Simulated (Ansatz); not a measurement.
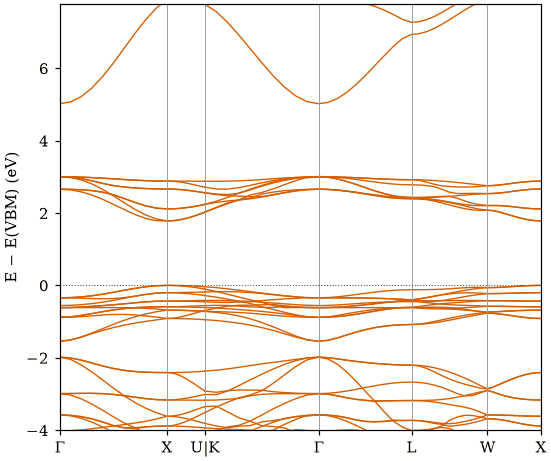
Band structure from plane-wave PAW r²SCAN (Ansatz code)

The gap is 1.78 eV; an edge lies off the plotted path or next to a special point (maximum at X, minimum on the Γ–X line, 96 % of the way from Γ).

Q: Pick the material that matches.
A. MgCo2O4, spinel
B. In2Pt2O7, Fd-3m (In on 16d, Pt on 16c, O on 8b, O on 48f)
C. MgSe, rock salt
D. Ba2InOsO6, Fm-3m (Ba on 8c, In on 4b, Os on 4a, O on 24e)

A: A, MgCo2O4, spinel

The first step of the workflow began from a Materials Project structure, measured or hypothetical; the Crystallography Open Database copy checked does not list it. Whether it is the stable phase at ambient conditions was not checked. The r²SCAN relaxation kept the symmetry of its start; whether a distortion lowers the energy is not shown. The run is not spin-polarised. No Hubbard U is applied.

Potentials: the later of the program's two PAW sets.
